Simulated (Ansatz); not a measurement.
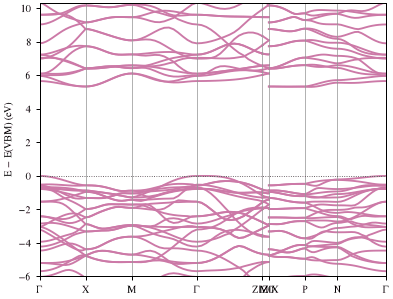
Band structure from plane-wave PAW PBE (Ansatz code)

The gap is 5.31 eV; an edge lies off the plotted path or next to a special point (maximum on the Γ–Z line, 14 % of the way from Γ, minimum off the standard path).

The material is HfSiO₄ in space group I4_1/amd (No. 141; Hf on 4a, Si on 4b, O on 16h).

The PBE relaxation kept the symmetry of its start. No spin polarisation was allowed. Scalar-relativistic: spin–orbit coupling is off unless named, which matters more the heavier the elements.

Potentials: the earlier of the program's two PAW sets.
